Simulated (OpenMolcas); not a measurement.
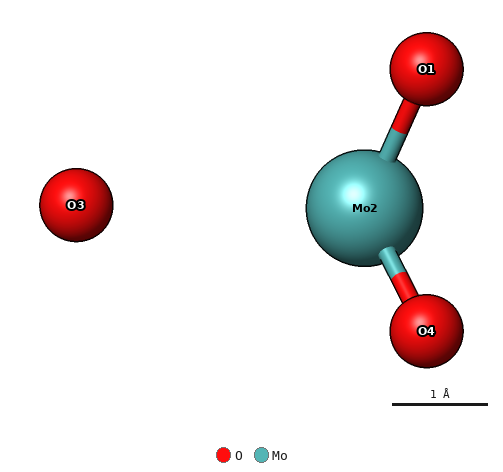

Figure 1. The structure as given in the input (ball-and-stick view, seen at a tilt; atoms are numbered from 1 in the order of the input). Sticks mark near contacts. Bond lengths as drawn: Mo–O 1.69 Å.

MoO3: single-point calculation (part 1 of 2)

MoO3, computed with HF/def2-SVPD, RHF (OpenMolcas 26.06).

A bond length was changed on purpose from its optimised value.

## Input file
```
>>> EXPORT MOLCAS_PRINT=2

&GATEWAY
  BasLib = $CurrDir
  BasisSet
  O.def2-SVPD....
  O1 -2.284080 0.067080 1.031220 angstrom
  O3 1.507000 -0.607600 0.088800 angstrom
  O4 -1.661280 1.250480 -1.402680 angstrom
  End of Basis
  BasisSet
  Mo.def2-SVPD....
  Mo2 -1.454180 -0.119620 -0.431580 angstrom
  End of Basis

&SEWARD

&SCF
  Thresholds = 1e-10 1e-07 1e-07 1e-05
  PrOrbitals = 1 1
```

Hardware: 1 thread of Intel Xeon @ 2.50GHz (Skylake/Cascade Lake), 16 GiB of memory available, shared host.

Launch command:
```bash
export MOLCAS_MEM=1860
pymolcas job.input > job.log
```

## Output
```
--- Start Module: gateway ---

                                              &GATEWAY

                       available to each process: 1.9 GB of memory, 1 thread

 Basis Set     1 Label: O.DEF2-SVPD....
 Basis set is read from library:.
 basistype.tbl is not found

 Basis Set     2 Label: MO.DEF2-SVPD....
 Basis set is read from library:.
 basistype.tbl is not found

++    Symmetry information:
      ---------------------

                    Character Table for C1

                             E
                    a        1  x, y, xy, Rz, z, xz, Ry, yz, Rx, I
--

++    Basis set information:
      ----------------------

      Basis set label: O.DEF2-SVPD.........

      Electronic valence basis set:
      ------------------
      Associated Effective Charge   8.000000 au
      Associated Actual Charge      8.000000 au
      Nuclear Model: Point charge

      Shell  nPrim  nBasis  Cartesian Spherical Contaminant
         s       8       4        X
         p       5       3        X
         d       2       2                 X

      Basis set label: MO.DEF2-SVPD....ECP.....

      Electronic valence basis set:
      ------------------
      Associated Effective Charge  14.000000 au
      Associated Actual Charge     42.000000 au
      Nuclear Model: Point charge

      Shell  nPrim  nBasis  Cartesian Spherical Contaminant
         s       7       5        X
         p       7       4        X
         d       5       2                 X
         f       1       1                 X

      Pseudo Potential specification:
      =======================================

      Number of Core Electrons:  28

      Potential  nTerms
           H       2
         s-H       4
         p-H       4
         d-H       4

      Effective Core Potential specification:
      =======================================
--

++    Molecular structure info:
      -------------------------

                    ************************************************
                    **** Cartesian Coordinates / bohr, angstrom ****
                    ************************************************

     Center  Label                x              y              z                     x              y              z
        1      O1              -4.316286       0.126763       1.948723             -2.284080       0.067080       1.031220
        2      O3               2.847817      -1.148198       0.167808              1.507000      -0.607600       0.088800
        3      O4              -3.139364       2.363065      -2.650681             -1.661280       1.250480      -1.402680
        4      MO2             -2.748002      -0.226049      -0.815568             -1.454180      -0.119620      -0.431580

                    ***************************************
                    *    InterNuclear Distances / bohr    *
                    ***************************************

               1 O1            2 O3            3 O4            4 MO2
    1 O1       0.000000
    2 O3       7.491432        0.000000
    3 O4       5.247924        7.491274        0.000000
    4 MO2      3.197702        5.755917        3.197548        0.000000

                    *******************************************
                    *    InterNuclear Distances / angstrom    *
                    *******************************************

               1 O1            2 O3            3 O4            4 MO2
    1 O1       0.000000
    2 O3       3.964295        0.000000
    3 O4       2.777082        3.964211        0.000000
    4 MO2      1.692151        3.045900        1.692070        0.000000
--

            Nuclear Potential Energy            118.79189360 au

--- Stop Module: gateway /rc=_RC_ALL_IS_WELL_ ---

--- Start Module: seward ---

                                              &SEWARD

                       available to each process: 1.9 GB of memory, 1 thread

               SEWARD will generate:
                  Multipole Moment integrals up to order  2
                  Kinetic Energy integrals
                  Nuclear Attraction integrals (point charge)
                  One-Electron Hamiltonian integrals modified with ECP contributions
                  Velocity integrals
                  Pseudo Potential integrals
                  Orbital angular momentum around ( -2.3493  -0.0046  -0.6059 )
                  Velocity quadrupole around ( -2.3493  -0.0046  -0.6059 )
                  Two-Electron Repulsion integrals

                   Integrals are discarded if absolute value <: 1.00E-14
                   Integral cutoff threshold is set to       <: 1.00E-16

            Nuclear Potential Energy            118.79189360 au

      Basis set specifications :
      Symmetry species         a
      Basis functions          103

--- Stop Module: seward /rc=_RC_ALL_IS_WELL_ ---
--- Module seward spent 5 seconds ---

--- Start Module: scf ---

                                                &SCF

                       available to each process: 1.9 GB of memory, 1 thread

++    Input section:
      --------------

      Header of the integral files:

      Cartesian coordinates in angstrom:
      -----------------------------------------------------
      No.  Label        X            Y            Z
      -----------------------------------------------------
       1   O1        -2.28408000   0.06708000   1.03122000
       2   O3         1.50700000  -0.60760000   0.08880000
       3   O4        -1.66128000   1.25048000  -1.40268000
       4   MO2       -1.45418000  -0.11962000  -0.43158000
      -----------------------------------------------------
      Nuclear repulsion energy =  118.79189360
--

++    Orbital specifications:
      -----------------------

      Symmetry species               1
                                     a
      Frozen orbitals                0
      Occupied orbitals             19
      Secondary orbitals            84
      Deleted orbitals               0
      Total number of orbitals     103
      Number of basis functions    103
--

      Molecular charge                           0.000

++    Optimization specifications:
      ----------------------------

      SCF Algorithm: Conventional
      Minimized density differences are used
      Number of density matrices in core                 5
      Maximum number of NDDO SCF iterations            400
      Maximum number of HF SCF iterations              400
      Threshold for SCF energy change             1.00E-10
      Threshold for density matrix                1.00E-07
      Threshold for Fock matrix                   1.00E-07
      Threshold for linear dependence             1.00E-09
      Threshold at which DIIS is turned on        1.50E-01
      Maximum depth in the DIIS procedure                5
      Maximum depth in the BFGS Hessian update          30
      Threshold at which QNR/C2DIIS is turned on  7.50E-02
      Threshold for Norm(delta) (QNR/C2DIIS)      1.00E-05
      All orbitals punched on: SCFORB
--

      Input vectors read from INPORB
      Orbital file label: *Guess orbitals

++ Convergence information
                                   SCF        iterations: Energy and convergence statistics

Iter     Tot. SCF        One-elec.       Two-elec.     Energy      Max Dij or  Max Fij      DNorm      TNorm      AccCon     Time
         Energy          Energy          Energy        Change      Delta Norm                                                in Sec.
   1  -282.617004669  -652.069244506   250.660346239   0.00E+00    9.47E-01*   9.15E+00*    9.30E+00   1.38E+02   None         0.
   2  -279.302554453  -671.053403738   272.958955688   3.31E+00*   3.00E-01*   3.44E-01*    8.88E+00   1.47E+02   EDIIS        0.
   3  -289.815774321  -658.502113152   249.894445234  -1.05E+01*   3.17E-01*   1.91E-01*    2.65E+00   1.38E+02   EDIIS        0.
   4  -286.976677052  -664.888633561   259.120062911   2.84E+00*   2.94E-01*   8.22E-02*    3.20E+00   1.44E+02   EDIIS        0.
   5  -291.131057106  -657.910566576   247.987615872  -4.15E+00*   4.32E-01*   1.26E-01*    2.38E+00   1.39E+02   EDIIS        0.
   6  -291.252872882  -660.417893622   250.373127142  -1.22E-01*   5.13E-01*   8.37E-02*    1.72E+00   1.40E+02   EDIIS        0.
   7  -291.236826044  -661.360732739   251.332013097   1.60E-02*   2.33E-01*   6.66E-02*    1.14E+00   1.41E+02   EDIIS        0.
   8  -291.488519445  -660.031770933   249.751357890  -2.52E-01*   3.57E-01*   7.11E-02*    5.31E-01   1.39E+02   EDIIS        0.
   9  -291.541601090  -661.076681002   250.743186314  -5.31E-02*   2.19E-01*   5.86E-02*    4.71E-01   1.40E+02   EDIIS        0.
  10  -291.582618906  -660.841764472   250.467251969  -4.10E-02*   3.57E-01*   6.74E-02*    2.21E-01   1.40E+02   EDIIS        0.
  11  -291.608942297  -661.575929918   251.175094023  -2.63E-02*   1.04E-01*   4.38E-02*    1.42E-01   1.40E+02   EDIIS        0.
  12  -291.621865711  -661.448063926   251.034304618  -1.29E-02*   1.50E-01*   2.76E-02*    1.12E-01   1.40E+02   c2DIIS       0.
  13  -291.640666058  -661.688904749   251.256345093  -1.88E-02*   1.10E-01*   1.79E-02*    4.71E-02   1.40E+02   c2DIIS       0.
  14  -291.645734166  -661.933197952   251.495570189  -5.07E-03*   2.49E-02*   1.22E-02*    4.55E-02   1.40E+02   c2DIIS       0.
  15  -291.648567148  -661.928718866   251.488258121  -2.83E-03*   1.06E-02*   1.78E-03*    2.93E-02   1.40E+02   QNRc2DIIS    0.
  16  -291.648716482  -661.963939131   251.523329051  -1.49E-04*   2.72E-02*   1.26E-03*    1.94E-02   1.40E+02   QNRc2DIIS    0.
  17  -291.648883150  -661.999000141   251.558223394  -1.67E-04*   1.03E-02*   1.51E-03*    2.16E-02   1.40E+02   QNRc2DIIS    0.
  18  -291.648943522  -661.974776656   251.533939536  -6.04E-05*   4.70E-03*   1.22E-03*    7.84E-03   1.40E+02   QNRc2DIIS    0.
  19  -291.648971393  -661.978670283   251.537805292  -2.79E-05*   1.73E-02*   7.61E-04*    2.90E-03   1.40E+02   QNRc2DIIS    0.
  20  -291.649034083  -661.987916706   251.546989026  -6.27E-05*   9.31E-03*   7.32E-04*    8.10E-03   1.40E+02   QNRc2DIIS    0.
  21  -291.649060052  -661.991762388   251.550808739  -2.60E-05*   2.31E-02*   8.07E-04*    4.74E-03   1.40E+02   QNRc2DIIS    0.
  22  -291.649115017  -661.998865635   251.557857020  -5.50E-05*   1.88E-02*   6.79E-04*    7.61E-03   1.40E+02   QNRc2DIIS    0.
  23  -291.649150435  -661.998801690   251.557757658  -3.54E-05*   3.30E-02*   6.46E-04*    6.17E-03   1.40E+02   QNRc2DIIS    0.
  24  -291.649185712  -661.998402000   251.557322691  -3.53E-05*   1.65E-02*   1.30E-03*    4.09E-03   1.40E+02   QNRc2DIIS    0.
  25  -291.649208168  -662.000144973   251.559043207  -2.25E-05*   5.55E-02*   1.41E-03*    2.07E-03   1.40E+02   QNRc2DIIS    0.
  26  -291.649239990  -662.007161025   251.566027438  -3.18E-05*   2.37E-02*   1.85E-03*    1.18E-03   1.40E+02   QNRc2DIIS    0.
  27  -291.649329837  -662.005902397   251.564678963  -8.98E-05*   1.46E-01*   1.62E-03*    7.44E-03   1.40E+02   QNRc2DIIS    0.
  28  -291.649632508  -661.984060325   251.542534220  -3.03E-04*   1.84E-02*   1.07E-03*    3.26E-02   1.40E+02   QNRc2DIIS    0.
  29  -291.649668906  -661.985793259   251.544230756  -3.64E-05*   3.23E-02*   8.49E-04*    1.04E-02   1.40E+02   QNRc2DIIS    0.
  30  -291.649692339  -661.990706020   251.549120084  -2.34E-05*   1.50E-02*   8.36E-04*    1.01E-02   1.40E+02   QNRc2DIIS    0.
  31  -291.649725504  -661.988022965   251.546403864  -3.32E-05*   3.19E-02*   6.54E-04*    1.01E-02   1.40E+02   QNRc2DIIS    0.
  32  -291.649746900  -661.991131290   251.549490793  -2.14E-05*   3.42E-02*   5.90E-04*    5.08E-03   1.40E+02   QNRc2DIIS    0.
  33  -291.649769653  -661.997247238   251.555583987  -2.28E-05*   4.70E-02*   4.98E-04*    1.75E-03   1.40E+02   QNRc2DIIS    0.
  34  -291.649857713  -662.009332019   251.567580709  -8.81E-05*   8.65E-03*   1.33E-03*    1.93E-02   1.40E+02   QNRc2DIIS    0.
  35  -291.649874267  -662.014330947   251.572563082  -1.66E-05*   3.03E-02*   1.08E-03*    4.56E-03   1.40E+02   QNRc2DIIS    1.
  36  -291.649902380  -662.033339306   251.591543328  -2.81E-05*   1.26E-02*   2.31E-04*    7.79E-03   1.40E+02   QNRc2DIIS    0.
  37  -291.649906335  -662.033773391   251.591973458  -3.96E-06*   5.80E-03*   1.18E-04*    4.46E-03   1.40E+02   QNRc2DIIS    0.
  38  -291.649907573  -662.033831916   251.592030745  -1.24E-06*   6.58E-04*   3.44E-05*    1.64E-03   1.40E+02   QNRc2DIIS    0.
  39  -291.649907718  -662.034900855   251.593099539  -1.45E-07*   5.31E-04*   1.95E-05*    7.87E-04   1.40E+02   QNRc2DIIS    0.
  40  -291.649907766  -662.034280584   251.592479221  -4.77E-08*   4.73E-05*   1.22E-05*    6.80E-04   1.40E+02   QNRc2DIIS    0.
  41  -291.649907770  -662.034678457   251.592877090  -4.25E-09*   4.38E-05*   4.07E-06*    1.39E-04   1.40E+02   QNRc2DIIS    0.
  42  -291.649907771  -662.034761611   251.592960243  -1.17E-09*   3.55E-05*   2.55E-06*    5.67E-05   1.40E+02   QNRc2DIIS    0.
  43  -291.649907771  -662.034712871   251.592911502  -2.13E-10*   4.75E-06    9.29E-07*    1.05E-04   1.40E+02   QNRc2DIIS    0.
  44  -291.649907771  -662.034722485   251.592921116  -2.82E-11    7.21E-07    7.27E-07*    8.93E-05   1.40E+02   QNRc2DIIS    0.
  45  -291.649907771  -662.034721662   251.592920294  -3.18E-12    9.22E-06    6.95E-07*    1.01E-03   1.40E+02   QNRc2DIIS    0.
  46  -291.649907771  -662.034718568   251.592917199  -2.04E-11    1.49E-06    2.06E-07*    1.70E-04   1.40E+02   QNRc2DIIS    0.
  47  -291.649907771  -662.034717904   251.592916535  -1.14E-12    3.09E-07    1.44E-07*    4.54E-03   1.40E+02   QNRc2DIIS    0.
  48  -291.649907771  -662.034717115   251.592915746  -1.14E-13    1.93E-07    1.44E-07*    4.15E-03   1.40E+02   QNRc2DIIS    1.
  49  -291.649907771  -662.034717093   251.592915724  -4.55E-13    1.22E-07    1.44E-07*    1.13E-03   1.40E+02   QNRc2DIIS    1.
  50  -291.649907771  -662.034717093   251.592915724  -5.12E-13    1.38E-07    1.44E-07*    1.39E-02   1.40E+02   QNRc2DIIS    1.
  51  -291.649907771  -662.034717061   251.592915692   7.39E-13*   3.26E-07    1.44E-07*    1.66E-02   1.40E+02   QNRc2DIIS    1.
  52  -291.649907771  -662.034716960   251.592915591  -9.09E-13    1.63E-07    1.44E-07*    3.76E-03   1.40E+02   QNRc2DIIS    1.
```
